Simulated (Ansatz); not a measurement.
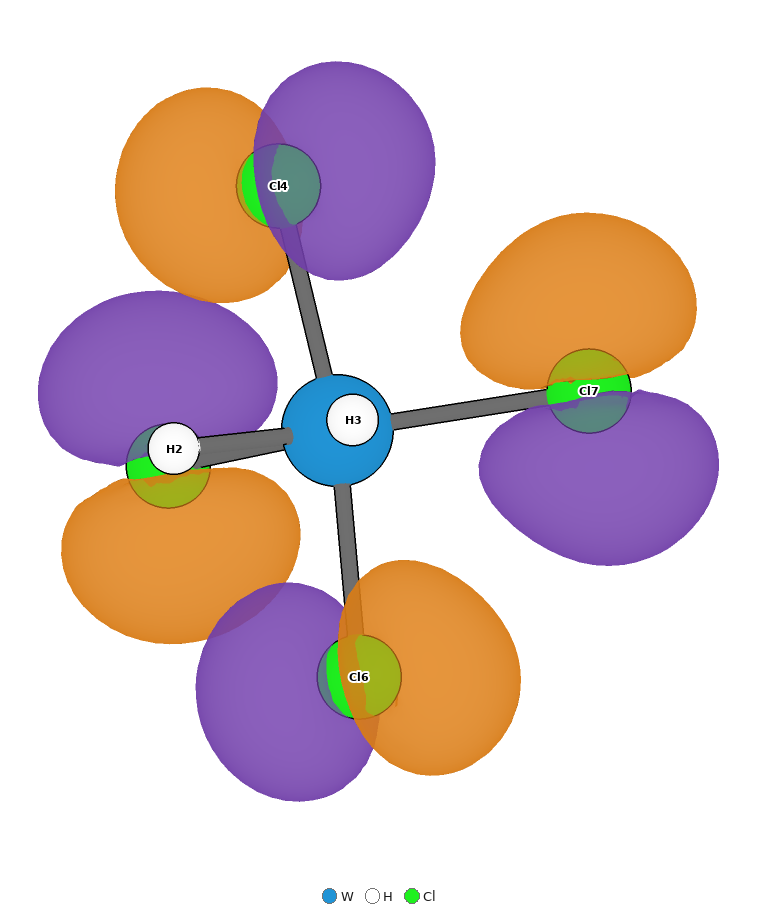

Figure 1: Cl$_{4}$H$_{2}$W. The HOMO−1 at ±0.08 Å⁻³ᐟ² (orange and purple are the two phases), seen at a tilt.

Core potentials replace the inner electrons of W; not at a stationary point (largest force 0.5 eV/Å).

All numbers below come from RKS PBE-D4/def2-SVP (Ansatz).

```yaml
atoms:
  - { symbol: W, position_ang: [-0.1679, 0.0000, -0.1679] }
  - { symbol: H, position_ang: [0.1933, 0.0208, 1.5047] }
  - { symbol: H, position_ang: [1.5047, -0.0208, 0.1933] }
  - { symbol: Cl, position_ang: [0.0705, 2.2594, 0.1001] }
  - { symbol: Cl, position_ang: [-2.2828, 0.0149, 0.8118] }
  - { symbol: Cl, position_ang: [0.1001, -2.2594, 0.0705] }
  - { symbol: Cl, position_ang: [0.8118, -0.0149, -2.2828] }
```

Describe this orbital and give its energy.

Answer. Its weight (Hirshfeld) is mainly on Cl5 (about 30 %), Cl7 (about 30 %), Cl4 (about 20 %) and Cl6 (about 20 %); largely a combination of lone pairs on Cl5, Cl7, Cl4 and Cl6. Its energy is −7.89 eV.
